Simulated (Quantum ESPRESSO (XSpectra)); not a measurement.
**The core hole at the Si K edge of SiO2 (P3₁21)**

```
O2Si
1.0
    4.91497     0.00000     0.00000
   -2.45749     4.25649     0.00000
    0.00000     0.00000     5.43130
Si O
3 6
Direct
  0.53109   0.53109   0.00000
  0.46891   0.00000   0.33333
  0.00000   0.46891   0.66667
  0.26922   0.41339   0.78489
  0.58661   0.85583   0.11822
  0.14417   0.73078   0.45156
  0.41339   0.26922   0.21511
  0.85583   0.58661   0.88178
  0.73078   0.14417   0.54844
```

Geometry: Materials Project entry mp-7000 (a computed structure). The cell is the entry's, not relaxed again.

Absorber: atom 1, Si on Wyckoff site a (site symmetry .2.), with 2 O at 1.61 Å, 2 O at 1.62 Å.

Model: LDA, no, half or full core hole, dipole K-edge X-ray absorption, plane waves, Troullier-Martins potentials made with ld1.x, scalar-relativistic, no spin, constant broadening; program: Quantum ESPRESSO (XSpectra).

Full-hole run: 27-atom cell (absorber images 7.3 Å apart), 70 Ry, k meshes 2×2×2 (SCF) and 3×3×3 (spectrum), Lorentzian half width 0.7 eV. The ground-state test found a gap, so occupations are fixed and the excited electron is left out (charged cell on a uniform background); energies count from the highest occupied level. Field directions run: x; y; z, weighted by the site's symmetry in the crystal. Intensities are scaled to a mean of 1 over 0–35 eV.

The half-hole run shares these settings; the run without a hole takes the primitive cell with a 5×5×4 mesh.

```
core hole              mean 0–10 eV  mean 10–20 eV  mean 20–30 eV  highest value below 30 eV
---------------------  ------------  -------------  -------------  -------------------------
none (primitive cell)          0.35           1.33           1.22                        1.8
half                           0.79           1.16           1.14                        3.3
full                           1.22           1.01           0.99                        5.2
```

From no hole to a full hole the mean over the first 10 eV goes from 0.35 through 0.79 to 1.22: the hole pulls absorption towards the edge. The cell size was not varied. Each run counts from its own energy zero.

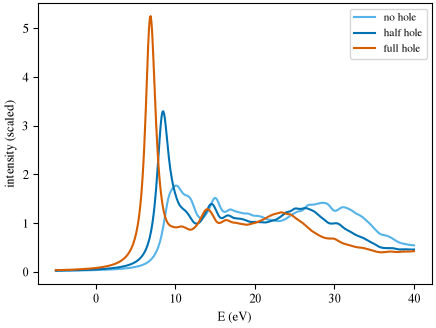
Fig. 1. The three spectra
